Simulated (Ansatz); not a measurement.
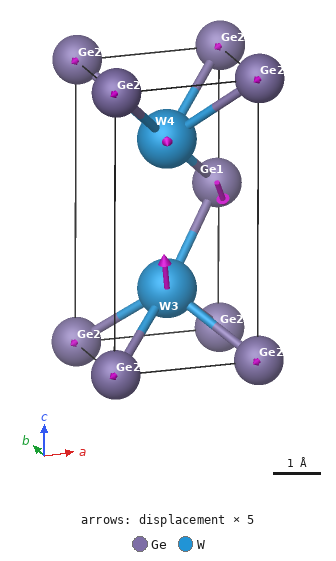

A relaxation of crystalline GeW (a generated structure, set up in P1) (coarse preliminary run). The starting structure is drawn; purple arrows show the displacements (the part carried along by the change of the cell is left out), magnified 5 times.

A ball-and-stick model of the cell of the calculation, seen slightly off an axis.

Method: Ansatz 0.2.0, DFT PBE, scalar-relativistic, plane waves, PAW.

Input
```yaml
crystal:
  lattice:
    - [0.044156278, 3.2101985595, 0.0341172795]
    - [-0.0156744984, 0.0341530101, 3.1164413739]
    - [6.2425877058, 0.0883125561, -0.0313161997]
  atoms:
    - { symbol: Ge, position: [0.980299735, -0.0281642561, 0.5204329936] }
    - { symbol: Ge, position: [0.0093613803, 0.0025018077, 0.0020771616] }
    - { symbol: W, position: [0.506343002, 0.5098463426, 0.2242020584] }
    - { symbol: W, position: [0.5039958826, 0.5158161057, 0.7532877863] }
basis:
  ecutwfc: 420
kpoints:
  mp_grid: { grid: [8, 8, 4] }
hamiltonian:
  xc: pbe
scf:
  occupations: { method: gaussian, width: 0.2 }
  lower_state_search: "off"
output:
  forces: true
  stress: true
  eigenvalues: true
relax:
  adjacent_minimum: "off"
  f_tol: 0.025
  max_steps: 60
  cell: { stress_tol: 0.25 }
```

Run as
```bash
ansatz run input.yaml --threads 1 --pin off --max-ram 2560MiB --backend cpu --events-out ev --progress --plain --runs-dir out
```

### Describe the change and its energy.

The largest moves relative to the cell, 0.17 Å, are those of Ge1 and W3. Ge1 goes along [2 3 −2]. Largest moves by element: Ge 0.17 Å, W 0.17 Å. Cell: a 3.211 → 3.134 Å (−2.4 %), b 3.117 → 3.133 Å (+0.5 %), c 6.243 → 6.280 Å (+0.6 %), α 90.6° → 90.0°, β 88.4° → 90.0°, γ 88.8° → 90.0°. Volume −1.2 %. Near-neighbour distances that change, for instance: Ge1–W3 3.016 → 2.714 Å, Ge1–W3 (another image) 2.942 → 2.716 Å, W3–W4 2.941 → 3.140 Å, Ge1–W4 2.546 → 2.714 Å. The space group (tolerance 0.01 Å) goes from P1 (No. 1) to Pm-3m (No. 221). After 3 accepted moves (4 points after the start) the energy has fallen by 72.7 meV per atom. The largest force component goes from 1.3 to 0.0027 eV/Å. Pressure: 1.23 GPa at the start and 0.03 GPa at the end. At 1 point the geometry stayed and the basis and grid were re-selected for the new cell (energy shift of 0.1 meV per atom at most each time).
